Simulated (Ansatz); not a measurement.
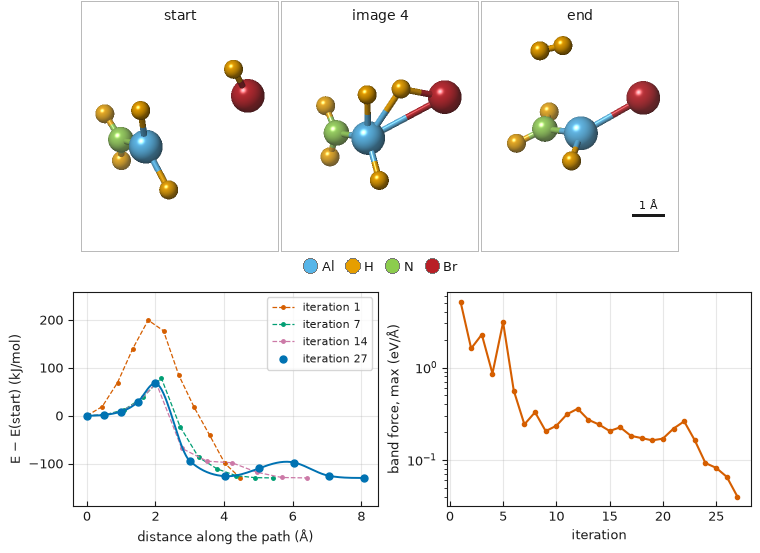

A search for the minimum-energy path of AlNH₅Br, made up at the start of AlNH4 and HBr by the nudged elastic band. Images are numbered from 0 (start) to 10 (end). The plot follows the band through its iterations. Style: ball-and-stick. Shown from a free direction.

Computed with RHF/def2-SVP in Ansatz 0.2.0. Run with 9 movable images; climbing image; force threshold 0.05 eV/Å; iteration limit 60; starting path through a guess of the saddle point.

### Judge this run.

The run is converged, with reservations. The band converged in 27 iterations. The largest component of the band force went from 5.2 to 0.04 eV/Å. The climbing image converged on the top of the path. Its vibrational analysis gives one imaginary mode (1266i cm⁻¹), as a transition state must have. The first iteration put the highest image at 199.4 kJ/mol. The highest point, image 4, lies 67.6 kJ/mol above the start and 197.5 kJ/mol above the end; the end is at −129.9 kJ/mol relative to the start. The profile has 2 maxima (images 4, 8) with a dip at image 6 (−126.2 kJ/mol), so the process runs in steps.

Limits of the set-up: the start holds two separate molecules, 3.2 Å apart at their closest, whose relative position is a soft coordinate and is computed without a dispersion correction; Hartree-Fock leaves out electron correlation.

Cost: 7 min on 1 thread of Arm Neoverse V1, on a shared host, peak memory 0.17 GiB.
